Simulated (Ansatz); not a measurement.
**F4Ti···Cl (doublet): density, localisation and related maps**

```csv
atom,x (Å),y (Å),z (Å)
Ti,0.0004,0.0000,-0.0687
F,0.0005,0.0000,1.6558
F,1.6191,0.0000,-0.6418
F,-0.8089,1.4018,-0.6417
F,-0.8089,-1.4018,-0.6417
Cl,-0.0003,0.0000,4.4699
```

These are results of UKS BHLYP/def2-SVP (Ansatz), not measurements.

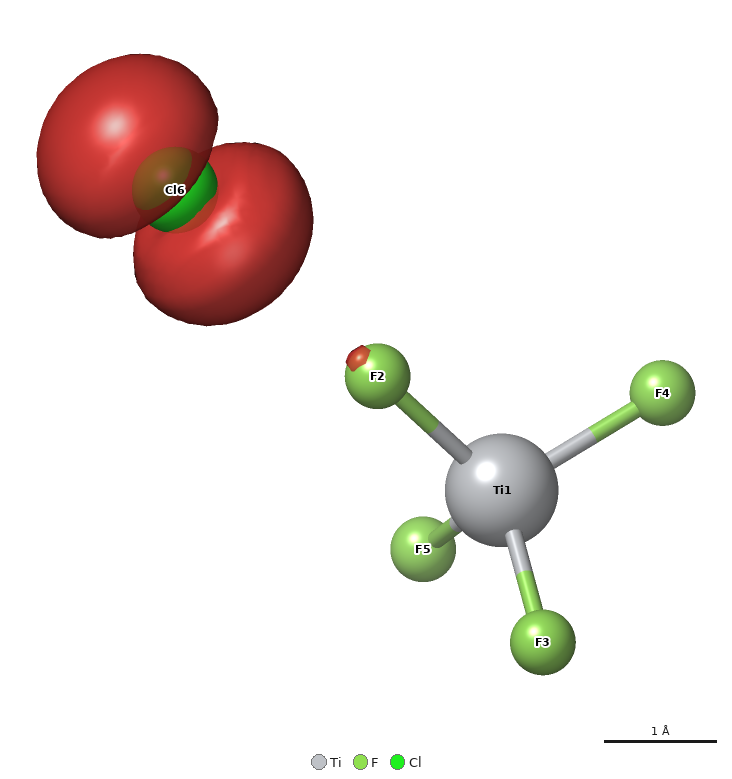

Figure 1. Isosurface of the spin density at +0.05 e/Å³ (red), seen at an oblique angle.

Which atoms carry the spin?

Answer. The unpaired spin (1 electron) lies mostly on Cl6 (about 1.0), in electrons by Hirshfeld's partition.

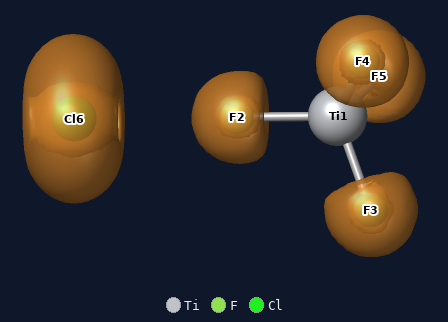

Figure 2. Isosurface of the electron localisation function at 0.75 (orange), seen across its widest extent. Only the valence region is drawn (cores and ρ < 0.01 e/Å³ removed).

Where are the electrons localised?

Answer. The surface consists of one region wrapped around Cl (its valence shell) and four regions wrapped around F (the valence shell of each). Profiles from the grid: Cl6···F2 (2.81 Å): the ELF dips to about 0 between them. Ti–F (1.72 Å): the ELF peaks at about 0.80 in the valence shell of F, 0.5 Å from its nucleus, and drops to about 0.20 between the two atoms.

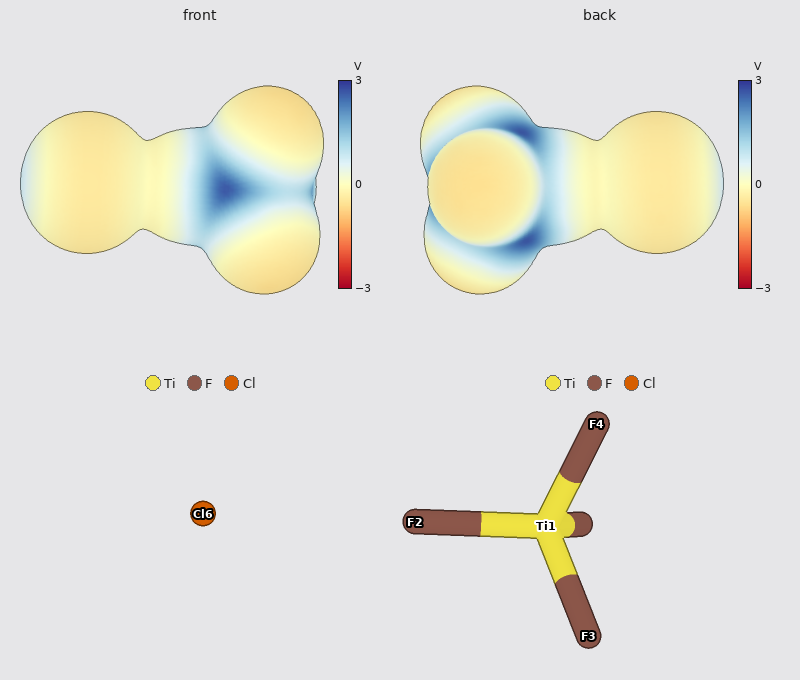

Figure 3. The electrostatic potential painted on the density surface at 0.001 e/bohr³, seen from the front and from behind; the colour scale runs from red (negative) to blue (positive). The bare structure is drawn below in the same view.

Where is the surface potential most negative and most positive?

Answer. The most negative region (about −0.6 V) lies over F3, F4 and F5, the most positive (about +2.6 V) over Ti1.

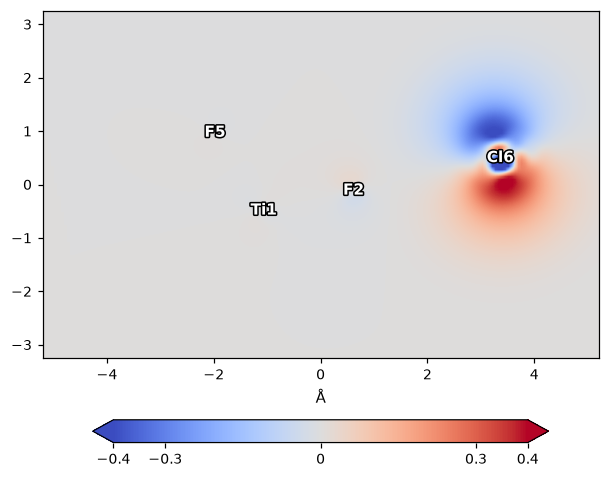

Figure 4. The HOMO (β) on the plane of atoms F2, Ti1 and F5 (values in Å⁻³ᐟ²; the overall sign is arbitrary).

Describe this orbital and give its energy.

Answer. By Hirshfeld shares it lies mainly on Cl6 (about 100 %); largely a lone pair of Cl6. It is one of a degenerate set, so its orientation is arbitrary. Its energy is −10.26 eV.
